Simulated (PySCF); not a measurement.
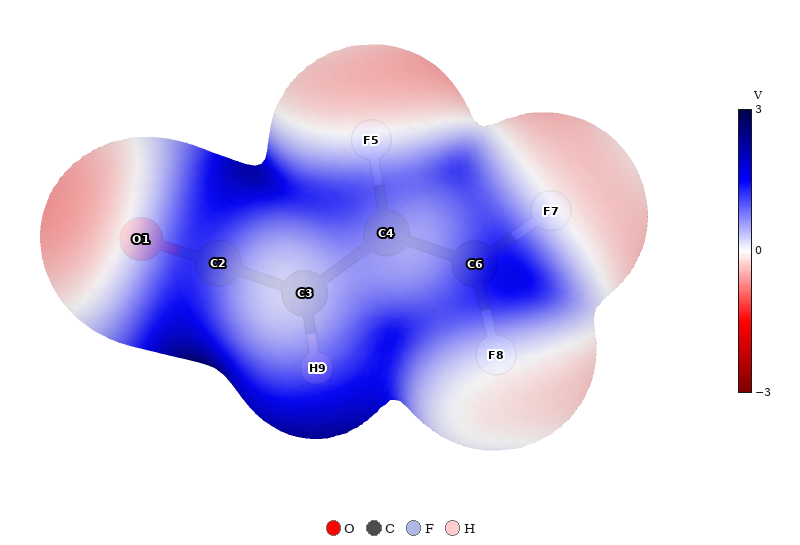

C₄HF₃O. The molecular electrostatic potential painted on the density surface at 0.004 e/bohr³, seen across its widest extent; red is negative and blue positive.

Geometry: GFN2-xTB.

All numbers below come from CAM-B3LYP/def2-SVPD, SCF density, gas phase in PySCF.

```xyz
9

O     3.0110   -0.0919    1.2380
C     1.9387   -0.2812    0.8584
C     0.7328   -0.5376    0.4273
C    -0.2795    0.4656    0.1870
F     0.0583    1.7444    0.4297
C    -1.5125    0.2039   -0.2553
F    -2.4624    1.0974   -0.4853
F    -1.9333   -1.0319   -0.5221
H     0.4605   -1.5628    0.2334
```

### Where is the surface potential most negative and most positive?

The most negative region (about −0.6 V) lies over O1, the most positive (about +2.6 V) over C2.
